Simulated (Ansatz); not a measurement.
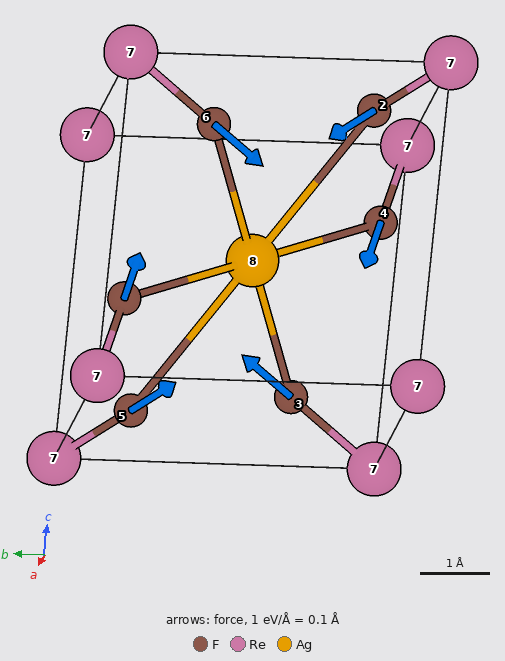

Starting geometry of a crystal of ReAgF6 (a generated structure, set up in R-3) with the computed forces as blue arrows. Style: ball-and-stick. Shown: the cell of the calculation, from a free direction.

The start is a swapped structure.

Computed with DFT, PAW plane waves, r2SCAN (Ansatz). (plane-wave cutoff 500 eV; k-point mesh 4 × 4 × 4; occupations fermi dirac; smearing width 0.1 eV; no spin polarisation; cell and atoms relaxed; force threshold 0.03 eV/Å; at most 80 steps)

> Is this structure relaxed? If not, where do the atoms go?

It isn't relaxed: the largest force vector, on F atoms, is 10.13 eV/Å. The atoms end up moving mostly along the starting forces (cosine between the two patterns 0.91). The largest moves relative to the cell, 0.36 Å, are those of F atoms. Re and Ag stay in place. The drawn cell changes as follows: a = b = c 4.797 → 4.377 Å (−8.8 %), α 96.0° → 97.5°, β 96.0° → 97.5°, γ 96.0° → 97.5°; the volume changes by −24.8 %. Near-neighbour distances that change, for instance: Ag–F 3.029 → 2.583 Å, Ag–F 2.825 → 2.452 Å, F–Re 1.691 → 1.874 Å. Among the angles between lasting bonds that change: F–Re–F 91.0° → 93.5°, F–Re–F 89.0° → 86.5°. The space group stays R-3 (No. 148). After 7 accepted moves (9 points after the start) the energy has fallen by 536 meV per atom. With the target pressure of 20 GPa, the enthalpy E + pV changes by −956 meV per atom. The largest force component goes from 7.9 to 0.00031 eV/Å. The pressure goes from 50.50 to 20.00 GPa. The SCF was repeated twice at an unchanged geometry on a basis and grid sized afresh for the cell, which shifted the energy by 4.2 meV per atom at most. The run took 100 s on 2 threads of Arm Neoverse V1 (shared host), peak memory 0.65 GiB.
